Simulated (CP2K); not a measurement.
# [BH4]− (SMILES [H][B-]([H])([H])[H]) at 6 levels

We compute a comparison of 6 runs (HF/3-21G, HF/def2-SVP, B3LYP/6-31G*, B3LYP/def2-SVP, PBE0/def2-SVP, SVWN5/aug-cc-pVDZ) of [BH4]−. 

The calculation is run with CP2K 2026.2.

## (1) The molecule

[BH4]− has 5 atoms, charge -1, and is taken as a singlet. SMILES: `[H][B-]([H])([H])[H]`. The shape is that of a GFN2-xTB optimisation.

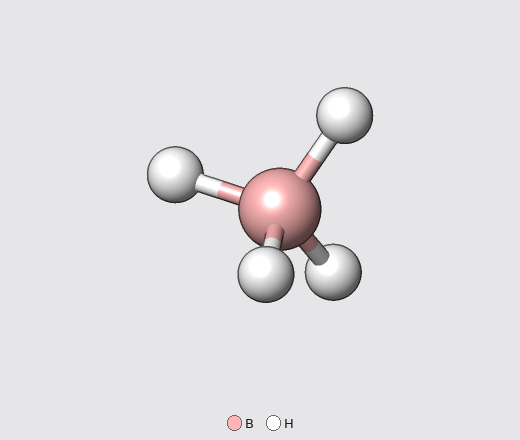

Viewed from a chosen angle; boron pink, hydrogen white.

## (2) Energy and gradient at HF/3-21G (run 1)

molecule.xyz reads:

```xyz
5

B      0.000000    -0.000190    -0.000050
H      0.011880    -0.020580     1.229120
H      1.154650     0.011840    -0.420810
H     -0.587600     1.007810    -0.387560
H     -0.578930    -0.998880    -0.420690
```

job.inp reads:

```
&GLOBAL
    PROJECT_NAME job
    RUN_TYPE ENERGY_FORCE
    PRINT_LEVEL MEDIUM
&END

&FORCE_EVAL
    METHOD QS
    &DFT
        BASIS_SET_FILE_NAME ./3_21g.basis
        POTENTIAL_FILE_NAME POTENTIAL
        CHARGE -1
        MULTIPLICITY 1
        # Quickstep
        &QS
            METHOD GAPW
            EPS_DEFAULT 1.0E-10
        &END
        # plane-wave cutoff in Ry
        &MGRID
            CUTOFF 280
            REL_CUTOFF 50
            NGRIDS 4
        &END
        # isolated system
        &POISSON
            PERIODIC NONE
            POISSON_SOLVER WAVELET
        &END
        &SCF
            SCF_GUESS ATOMIC
            EPS_SCF 1.0E-07
            MAX_SCF 100
            ADDED_MOS 3
            &DIAGONALIZATION
                ALGORITHM STANDARD
            &END
            &MIXING
                METHOD DIRECT_P_MIXING
                ALPHA 0.4
            &END
        &END
        &XC
            &XC_FUNCTIONAL NONE
            &END
            &HF
                FRACTION 1
                &SCREENING
                    EPS_SCHWARZ 1.0E-10
                    SCREEN_ON_INITIAL_P F
                &END
                &INTERACTION_POTENTIAL
                    POTENTIAL_TYPE COULOMB
                &END
                &MEMORY
                    MAX_MEMORY 1050
                &END
            &END
        &END
        # extra output
        &PRINT
            &MOMENTS
                PERIODIC F
                REFERENCE COM
                MAX_MOMENT 1
            &END
            &MO ON
                ENERGIES T
                OCCUPATION_NUMBERS T
                NDIGITS 6
                &EACH
                    QS_SCF 0
                &END
                ADD_LAST NUMERIC
            &END
            &LOWDIN ON
            &END
            &HIRSHFELD OFF
            &END
        &END
    &END
    &SUBSYS
        # vacuum box
        &CELL
            ABC [angstrom] 12 12 12
            PERIODIC NONE
        &END
        &TOPOLOGY
            COORD_FILE_NAME molecule.xyz
            COORD_FILE_FORMAT XYZ
            &CENTER_COORDINATES
            &END
        &END
        &KIND B
            BASIS_SET 3-21G
            POTENTIAL ALL
            LEBEDEV_GRID 194
            RADIAL_GRID 100
        &END
        &KIND H
            BASIS_SET 3-21G
            POTENTIAL ALL
            LEBEDEV_GRID 194
            RADIAL_GRID 100
        &END
    &END
    # extra output
    &PRINT
        &FORCES ON
        &END
    &END
&END
```

Launch:

```
$ OMP_NUM_THREADS=1 cp2k.psmp -i job.inp > job.out 2>&1
```

What it wrote:

```text
CP2K| version string:                                       CP2K version 2026.2
[...]
 GLOBAL| Method name                                                        CP2K
[...]
 GLOBAL| Run type                                                   ENERGY_FORCE
[...]
 DFT| Spin restricted Kohn-Sham (RKS) calculation                            RKS
 DFT| Multiplicity                                                             1
[...]
 DFT| Charge                                                                  -1
[...]
 QS| Method:                                                                GAPW
[...]
 QS| Density cutoff [a.u.]:                                                140.0
[...]
 QS| Relative density cutoff [a.u.]:                                        25.0
[...]
                             - Atoms:                                          5
[...]
                             - Spherical basis functions:                     17
[...]
 Number of electrons:                                                         10
[...]
     1 P_Mix/Diag. 0.40E+00    2.1     0.86837666       -28.7360047962 -2.87E+01
[...]
    14 DIIS/Diag.  0.14E-07    0.9     0.00000004       -26.8133599858 -1.03E-13
  *** SCF run converged in    14 steps ***
[...]
  Overlap energy of the core charge distribution:               0.00001004905984
  Self energy of the core charge distribution:                -21.89423364428449
  Core Hamiltonian energy:                                     -4.19896511782585
  Hartree energy:                                              10.88403290864372
  Exchange-correlation energy:                                  0.00000000000000
  Hartree-Fock Exchange energy:                                -5.47210997129656
[...]
  Dipole moment [Debye]
    X=  0.7385527E-04 Y= -0.1998587E-02 Z= -0.1023518E-02  Total=      0.0022466
 ENERGY| Total FORCE_EVAL ( QS ) energy [hartree]            -26.813359985800286
 FORCES| Atomic forces [hartree/bohr]
 FORCES|   Atom     x               y               z               |f|
 FORCES|      1 -1.32515578E-05  2.49608646E-04  1.40765833E-04   2.86871225E-04
 FORCES|      2  1.28640321E-05 -3.02765065E-05  4.36722503E-03   4.36734892E-03
 FORCES|      3  4.22500575E-03  2.05970404E-05 -1.55153247E-03   4.50092777E-03
 FORCES|      4 -2.06889563E-03  3.55052821E-03 -1.31949877E-03   4.31597691E-03
 FORCES|      5 -2.19302143E-03 -3.76800036E-03 -1.60730340E-03   4.64656797E-03
 FORCES| Sum    -3.72988481E-05  2.24570303E-05  2.96562217E-05
 FORCES| Total atomic force                                       5.26783994E-05
[...]
```

Wall time 20 s (1 thread of Intel Xeon 6975P-C (Granite Rapids), shared host); peak memory 0.79 GiB.

## (3) Energy and gradient at HF/def2-SVP (run 2)

molecule.inp reads:

```
&GLOBAL
  PROJECT_NAME molecule
  RUN_TYPE ENERGY_FORCE
  PRINT_LEVEL MEDIUM
&END GLOBAL
&FORCE_EVAL
  METHOD QS
  &DFT
    BASIS_SET_FILE_NAME ./def2_svp.basis
    POTENTIAL_FILE_NAME POTENTIAL
    CHARGE -1
    # Quickstep
    &QS
      METHOD GAPW
      EPS_DEFAULT 1.0E-10
    &END QS
    &MGRID
      CUTOFF 280
      REL_CUTOFF 50
      NGRIDS 4
    &END MGRID
    &POISSON
      PERIODIC NONE
      POISSON_SOLVER WAVELET
    &END POISSON
    &SCF
      SCF_GUESS ATOMIC
      EPS_SCF 1.0E-06
      MAX_SCF 50
      &OT
        MINIMIZER DIIS
        PRECONDITIONER FULL_ALL
      &END OT
      &OUTER_SCF
        EPS_SCF 1.0E-06
        MAX_SCF 8
      &END OUTER_SCF
    &END SCF
    &XC
      &XC_FUNCTIONAL NONE
      &END XC_FUNCTIONAL
      # exact exchange
      &HF
        FRACTION 1
        &SCREENING
          EPS_SCHWARZ 1.0E-10
        &END SCREENING
        &MEMORY
          MAX_MEMORY 1050
        &END MEMORY
      &END HF
    &END XC
    &PRINT
      &MOMENTS
        PERIODIC F
        REFERENCE COM
        MAX_MOMENT 1
      &END MOMENTS
      &MO_CUBES
        NLUMO 5
        NHOMO -1
        WRITE_CUBE F
      &END MO_CUBES
      &LOWDIN ON
      &END LOWDIN
      &HIRSHFELD OFF
      &END HIRSHFELD
      &MO_MOLDEN ON
        NDIGITS 8
        NLUMO 5
      &END MO_MOLDEN
    &END PRINT
  &END DFT
  &SUBSYS
    &CELL
      ABC 12 12 12
      PERIODIC NONE
    &END CELL
    &COORD
      UNIT bohr
      B      0.0000000    -0.0003590    -0.0000945
      H      0.0224499    -0.0388906     2.3227002
      H      2.1819723     0.0223744    -0.7952157
      H     -1.1104031     1.9044849    -0.7323823
      H     -1.0940191    -1.8876096    -0.7949889
    &END COORD
    &TOPOLOGY
      &CENTER_COORDINATES
      &END CENTER_COORDINATES
    &END TOPOLOGY
    &KIND B
      BASIS_SET def2-SVP
      POTENTIAL ALL
      LEBEDEV_GRID 194
      RADIAL_GRID 100
    &END KIND
    &KIND H
      BASIS_SET def2-SVP
      POTENTIAL ALL
      LEBEDEV_GRID 194
      RADIAL_GRID 100
    &END KIND
  &END SUBSYS
  # extra output
  &PRINT
    &FORCES ON
    &END FORCES
  &END PRINT
&END FORCE_EVAL
```

Launch:

```
$ OMP_NUM_THREADS=1 cp2k.psmp -i molecule.inp > molecule.out 2>&1
```

What it wrote:

```text
CP2K| version string:                                       CP2K version 2026.2
[...]
 GLOBAL| Method name                                                        CP2K
[...]
 GLOBAL| Run type                                                   ENERGY_FORCE
[...]
 DFT| Spin restricted Kohn-Sham (RKS) calculation                            RKS
 DFT| Multiplicity                                                             1
[...]
 DFT| Charge                                                                  -1
[...]
 QS| Method:                                                                GAPW
[...]
 QS| Density cutoff [a.u.]:                                                140.0
[...]
 QS| Relative density cutoff [a.u.]:                                        25.0
[...]
                             - Atoms:                                          5
[...]
                             - Spherical basis functions:                     34
[...]
 Number of electrons:                                                         10
[...]
     1 OT DIIS     0.15E+00    1.9     0.21039584       -25.1055795891 -2.51E+01
[...]
    17 OT DIIS     0.15E+00    1.3     0.00000046       -26.9539798928 -7.64E-11
  *** SCF run converged in    17 steps ***
[...]
  Overlap energy of the core charge distribution:               0.00001004905904
  Self energy of the core charge distribution:                -21.89423364428449
  Core Hamiltonian energy:                                     -4.37932356215368
  Hartree energy:                                              10.22642048682666
  Exchange-correlation energy:                                  0.00000000000000
  Hartree-Fock Exchange energy:                                -5.46674936589551
[...]
  Dipole moment [Debye]
    X=  0.8335381E-04 Y= -0.2287986E-02 Z= -0.1185483E-02  Total=      0.0025782
[...]
 HOMO - LUMO gap [eV] :   18.040047
 ENERGY| Total FORCE_EVAL ( QS ) energy [hartree]            -26.953979892769063
 FORCES| Atomic forces [hartree/bohr]
 FORCES|   Atom     x               y               z               |f|
 FORCES|      1 -1.27155879E-05  2.51696398E-04  1.41301646E-04   2.88927185E-04
 FORCES|      2  9.34734821E-05 -1.53125049E-04  9.71628677E-03   9.71794285E-03
 FORCES|      3  9.28416987E-03  8.83858615E-05 -3.37253985E-03   9.87813987E-03
 FORCES|      4 -4.64859065E-03  7.96086765E-03 -3.04536135E-03   9.70870921E-03
 FORCES|      5 -4.72050415E-03 -8.14397023E-03 -3.42843254E-03   1.00180617E-02
 FORCES| Sum    -4.16703567E-06  3.85462317E-06  1.12546700E-05
 FORCES| Total atomic force                                       1.26051538E-05
[...]
```

Wall time 31 s (1 thread of Intel Xeon 6975P-C (Granite Rapids), shared host); peak memory 0.77 GiB.

Runs 3 to 5 aren't shown in full; the table further down has their settings and results.

## (4) Energy and gradient at SVWN5/aug-cc-pVDZ (run 6)

mol.inp reads:

```
&GLOBAL
   PROJECT_NAME mol
   RUN_TYPE ENERGY_FORCE
   PRINT_LEVEL MEDIUM
&END GLOBAL

&FORCE_EVAL
   METHOD Quickstep
   &DFT
      BASIS_SET_FILE_NAME ./aug_cc_pvdz.basis
      POTENTIAL_FILE_NAME POTENTIAL
      CHARGE -1
      &QS
         METHOD GAPW
         EPS_DEFAULT 1.0E-10
      &END QS
      &MGRID
         CUTOFF 280
         REL_CUTOFF 50
         NGRIDS 4
      &END MGRID
      &POISSON
         PERIODIC NONE
         POISSON_SOLVER WAVELET
      &END POISSON
      &SCF
         SCF_GUESS ATOMIC
         EPS_SCF 1.0E-06
         MAX_SCF 50
         &OT
            MINIMIZER DIIS
            PRECONDITIONER FULL_ALL
         &END OT
         &OUTER_SCF
            EPS_SCF 1.0E-06
            MAX_SCF 10
         &END OUTER_SCF
      &END SCF
      &XC
         &XC_FUNCTIONAL
            &LDA_X
            &END LDA_X
            &LDA_C_VWN
            &END LDA_C_VWN
         &END XC_FUNCTIONAL
      &END XC
      &PRINT
         &MOMENTS
            PERIODIC F
            REFERENCE COM
            MAX_MOMENT 1
         &END MOMENTS
         &MO_CUBES
            NLUMO 3
            NHOMO -1
            WRITE_CUBE F
         &END MO_CUBES
         &LOWDIN ON
         &END LOWDIN
         &HIRSHFELD OFF
         &END HIRSHFELD
      &END PRINT
   &END DFT
   &SUBSYS
      &CELL
         ABC 13.6 13.6 13.6
         PERIODIC NONE
      &END CELL
      &COORD
         UNIT bohr
         B      0.0000000    -0.0003590    -0.0000945
         H      0.0224499    -0.0388906     2.3227002
         H      2.1819723     0.0223744    -0.7952157
         H     -1.1104031     1.9044849    -0.7323823
         H     -1.0940191    -1.8876096    -0.7949889
      &END COORD
      &TOPOLOGY
         &CENTER_COORDINATES
         &END CENTER_COORDINATES
      &END TOPOLOGY
      &KIND B
         BASIS_SET aug-cc-pVDZ
         POTENTIAL ALL
         LEBEDEV_GRID 194
         RADIAL_GRID 100
      &END KIND
      &KIND H
         BASIS_SET aug-cc-pVDZ
         POTENTIAL ALL
         LEBEDEV_GRID 194
         RADIAL_GRID 100
      &END KIND
   &END SUBSYS
   &PRINT
      &FORCES ON
      &END FORCES
   &END PRINT
&END FORCE_EVAL
```

Launch:

```
$ OMP_NUM_THREADS=1 cp2k.psmp -i mol.inp > mol.out 2>&1
```

What it wrote:

```text
CP2K| version string:                                       CP2K version 2026.2
[...]
 GLOBAL| Method name                                                        CP2K
[...]
 GLOBAL| Run type                                                   ENERGY_FORCE
[...]
 DFT| Spin restricted Kohn-Sham (RKS) calculation                            RKS
 DFT| Multiplicity                                                             1
[...]
 DFT| Charge                                                                  -1
[...]
 FUNCTIONAL| LDA_X:
[...]
 FUNCTIONAL| LDA_C_VWN:
[...]
 QS| Method:                                                                GAPW
[...]
 QS| Density cutoff [a.u.]:                                                140.0
[...]
 QS| Relative density cutoff [a.u.]:                                        25.0
[...]
                             - Atoms:                                          5
[...]
                             - Spherical basis functions:                     59
[...]
 Number of electrons:                                                         10
[...]
     1 OT DIIS     0.15E+00    4.1     0.13136884       -26.5953288020 -2.66E+01
[...]
    12 OT DIIS     0.15E+00    2.9     0.00000052       -26.9119022515 -6.00E-11
  *** SCF run converged in    12 steps ***
[...]
  Overlap energy of the core charge distribution:               0.00001004905904
  Self energy of the core charge distribution:                -21.89423364428449
  Core Hamiltonian energy:                                     -4.46503359721666
  Hartree energy:                                               9.97241143699040
  Exchange-correlation energy:                                 -2.62975221660113
[...]
  Dipole moment [Debye]
    X=  0.8197171E-04 Y= -0.1934211E-02 Z= -0.1049050E-02  Total=      0.0022019
[...]
 HOMO - LUMO gap [eV] :    4.260119
 ENERGY| Total FORCE_EVAL ( QS ) energy [hartree]            -26.911902251519557
 FORCES| Atomic forces [hartree/bohr]
 FORCES|   Atom     x               y               z               |f|
 FORCES|      1 -1.02850071E-05  2.37996315E-04  1.26699361E-04   2.69816151E-04
 FORCES|      2  8.42156969E-05 -1.36761055E-04  8.63636430E-03   8.63785762E-03
 FORCES|      3  8.26766470E-03  8.21428047E-05 -3.00311599E-03   8.79657505E-03
 FORCES|      4 -4.13096256E-03  7.07625433E-03 -2.70914714E-03   8.63004666E-03
 FORCES|      5 -4.21051845E-03 -7.26168657E-03 -3.05672071E-03   8.93331400E-03
 FORCES| Sum     1.14379513E-07 -2.05417574E-06 -5.92017491E-06
 FORCES| Total atomic force                                       6.26747091E-06
[...]
```

Wall time 43 s (1 thread of Intel Xeon 6975P-C (Granite Rapids), shared host); peak memory 1.1 GiB.

## (5) Overview of the runs

```
run                               level  SCF convergence threshold  iteration cap  energy (Eh)  HOMO energy (eV)  LUMO energy (eV)  HOMO–LUMO gap (eV)  wall time
  1                            HF/3-21G                      1e-07            100   -26.813360             -4.64             15.17               19.81       20 s
  2                         HF/def2-SVP                      1e-06             50   -26.953980             -4.94             13.10               18.04       31 s
  3  B3LYP/6-31G* (spherical functions)                      1e-07             80   -27.246436             -0.87             11.41               12.28       42 s
  4                      B3LYP/def2-SVP                      1e-06             40   -27.233879             -1.23              9.94               11.17       67 s
  5                       PBE0/def2-SVP                      1e-07            100   -27.178554             -1.50             10.15               11.65       42 s
  6                   SVWN5/aug-cc-pVDZ                      1e-06             50   -26.911902             -0.76              3.50                4.26       43 s
```

## (6) Outcome

```
                                                    quantity         value
                                         run 6: total energy  -26.91190 Eh
                                          run 6: HOMO energy      -0.76 eV
                                          run 6: LUMO energy       3.50 eV
run 6: HOMO–LUMO gap (to an unbound level, set by the basis)       4.26 eV
                             run 6: largest force on an atom    0.459 eV/Å
```

What this shows: The HOMO–LUMO gap runs from 4.26 eV (SVWN5/aug-cc-pVDZ) to 19.81 eV (HF/3-21G). The two ends differ in method and basis. The empty levels of an anion lie above zero and hang on the basis. Totals of different functionals can't be ranked against each other. All runs together took 4.1 min, the longest 67 s.
